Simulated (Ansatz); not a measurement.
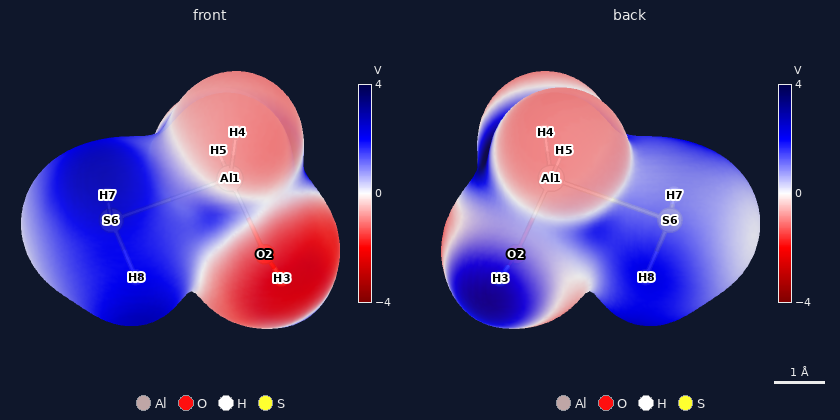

The picture shows: AlH$_{5}$OS. The molecular electrostatic potential painted on the density surface at 0.004 e/bohr³, seen from the front and from behind; the colour scale runs from red (negative) to blue (positive).

The calculation used RKS BHLYP-D4/def2-TZVP in Ansatz 0.2.0.

| atom | x (Å) | y (Å) | z (Å) |
| --- | --- | --- | --- |
| Al | -0.0228 | 0.0477 | 0.2782 |
| O | -0.3064 | -0.6479 | 1.8118 |
| H | -1.1121 | -1.0834 | 2.0498 |
| H | 1.4744 | 0.0946 | -0.2032 |
| H | -1.2211 | 0.0969 | -0.7446 |
| S | -0.0906 | 2.5154 | 1.1789 |
| H | 1.2140 | 2.7725 | 1.0850 |
| H | -0.0034 | 2.0763 | 2.4350 |

### Where is the surface potential most negative and most positive?

The most negative region (about −2.1 V) lies over O2, the most positive (about +3.8 V) over Al1. O2 is the likeliest acceptor of a hydrogen bond.
